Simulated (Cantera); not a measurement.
Charge: 1 mol BF3, 0.38 mol H2O, 15 mol H2, held at 0.133 bar.

Equilibrium computed with Cantera from the NASA thermochemical tables; the gas is ideal and each condensed phase is pure. Candidate condensed phases: B, B2O3, B3O3H3, H2O; 43 gas species. The tables' values for BF2 are old estimates; treat these amounts as uncertain. Gases not in the tables: H3BO3. The numbers say what is thermodynamically allowed, not how fast it happens.

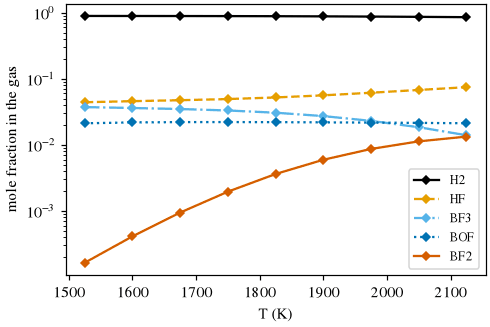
Figure. Equilibrium gas composition (values under 1e-9 drawn at 1e-9)

From 1525 K to 2125 K nothing is condensed.
